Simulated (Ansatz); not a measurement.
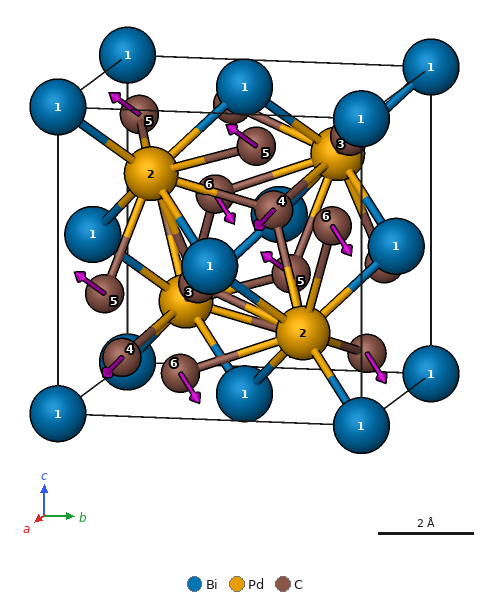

This is a relaxation of crystalline BiPdC₄ (built on the MgInCu4 type). The starting structure is drawn; purple arrows show the displacements (the part carried along by the change of the cell is left out), 2 times their true length.

Style: ball-and-stick. Shown: the conventional cell (4 times the calculation's cell), slightly off an axis. Lengths and directions refer to the drawn axes.

Case: MgInCu4 type (F-43m, No. 216).

All numbers below come from DFT PBE, scalar-relativistic, plane waves, PAW in Ansatz 0.2.0. Settings: plane-wave cutoff 420 eV; k-point mesh 10 × 10 × 10; occupations gaussian; smearing width 0.1 eV; no spin polarisation; cell and atoms relaxed; force threshold 0.01 eV/Å; at most 80 steps.

What happened in the run?

The energy falls by 5.167 eV per cell of the calculation in 13 accepted moves (15 points after the start). Largest force component: 0.013 eV/Å at the start, 0.00077 eV/Å at the end. The pressure goes from 1.93 to 0.00 GPa. At 2 points the geometry stayed and the basis and grid were re-selected for the new cell (energy shift of 13.1 meV per cell of the calculation at most each time). The largest moves relative to the cell, 0.48 Å, are those of C3, C4, C5 and C6. C5 goes along [1 −1 1]. Pd and Bi stay in place. The drawn cell changes as follows: a = b = c 6.576 → 6.734 Å (+2.4 %); the volume changes by +7.4 %. Some distances before and after: C3–C4 2.325 → 1.601 Å, Bi1–Pd2 2.848 → 2.916 Å, Pd2–C3 2.726 → 2.749 Å. The space group stays F-43m (No. 216).
